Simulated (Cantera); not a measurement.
Charge: 1 mol CCl4, a varied amount of Si, at 3275 K and 120 Torr.

Equilibrium computed with Cantera from the NASA thermochemical tables; the gas is ideal and each condensed phase is pure. Candidate condensed phases: C, Si, SiC; 24 gas species. The tables' values for SiCl, CCl, SiCl3 are old estimates; treat these amounts as uncertain. Kinetics and transport are ignored.

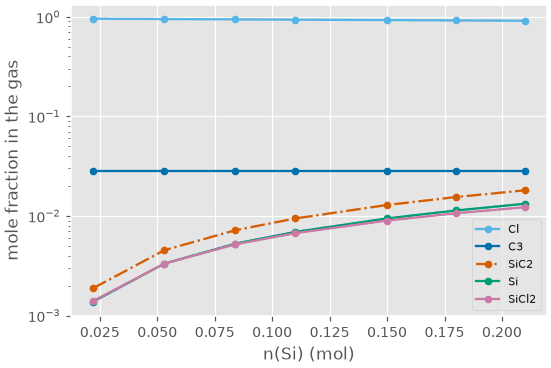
Fig. 1. Equilibrium gas composition (values under 1e-9 drawn at 1e-9)

From 0.022 mol Si to 0.21 mol Si the condensed part is C(graphite). The main Si-bearing gas is SiC2 throughout.
